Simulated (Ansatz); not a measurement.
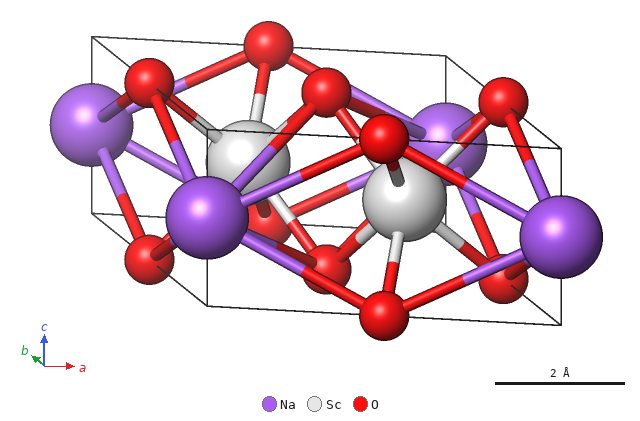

Structure drawing (ball-and-stick), viewed slightly off an axis. The frame is the simulation cell; atoms at its boundary are shown with their periodic copies.

Input
```yaml
crystal:
  lattice:
    - [5.6217596909, 0.0, 0.0]
    - [-2.8108798455, 4.8685867063, 0.0]
    - [0.0, 0.0, 2.8603279363]
  atoms:
    - { symbol: Na, position: [0.0, 0.0, 0.5] }
    - { symbol: Sc, position: [0.3333333333, 0.6666666667, 0.5] }
    - { symbol: Sc, position: [0.6666666667, 0.3333333333, 0.5] }
    - { symbol: O, position: [0.5, 0.5, 0.0] }
    - { symbol: O, position: [0.0, 0.5, 0.0] }
    - { symbol: O, position: [0.5, 0.0, 0.0] }
basis:
  ecutwfc: 420
kpoints:
  mp_grid: { grid: [9, 9, 14] }
  band_path:
    path:
      - [[0.0, 0.0, 0.0], [0.5, 0.0, 0.0], [0.33333333, 0.33333333, 0.0], [0.0, 0.0, 0.0], [0.0, 0.0, 0.5], [0.5, 0.0, 0.5], [0.33333333, 0.33333333, 0.5], [0.0, 0.0, 0.5]]
      - [[0.5, 0.0, 0.5], [0.5, 0.0, 0.0]]
      - [[0.33333333, 0.33333333, 0.5], [0.33333333, 0.33333333, 0.0]]
    npoints: 14
hamiltonian:
  xc: pbe
scf:
  occupations: { method: gaussian, width: 0.1 }
  n_extra_bands: 15
output:
  forces: true
  stress: true
  eigenvalues: true
  populations: true
  dos: { projected: true, de: 0.02, nscf_kmesh: { grid: [11, 11, 17] } }
  bader: true
  write_density: true
  write_potential: true
  elf: true
  volumetric_format: npy
```
Run as:
```sh
ansatz run input.yaml --threads 1 --pin off --max-ram 2048MiB --backend cpu --events-out ev --progress --plain --runs-dir out
```

Electronic-structure method: DFT PBE, scalar-relativistic, plane waves, PAW (Ansatz). Parameters: E_cut = 420 eV, k-points on a 9×9×14 grid, Gaussian smearing of 0.1 eV, no spin polarisation.

Q: How are the electrons shared out in a Bader analysis?

A: Na +0.71 e; Sc +1.85 e; O -1.47 e.

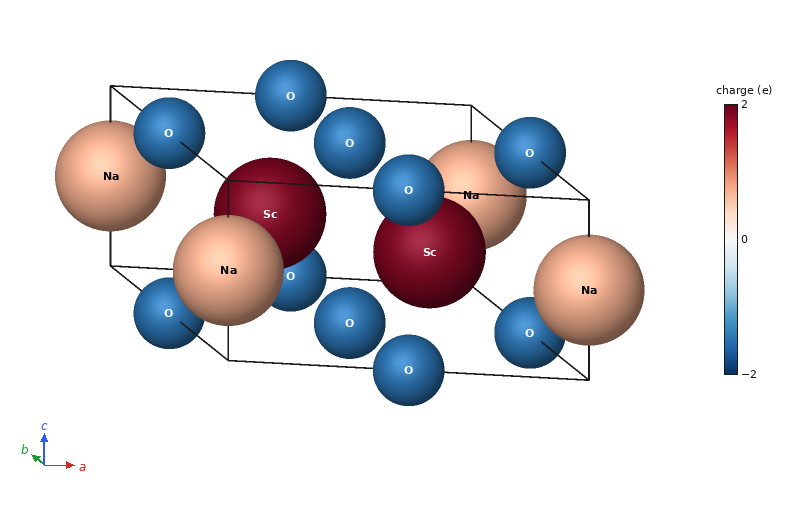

The atoms coloured by those charges.

Provenance: a structure type filled with these elements by a generator (whether the compound takes this form wasn't checked). Earlier steps of the study may have refined or changed the cell and positions. It was run through Ansatz as a DFT input.
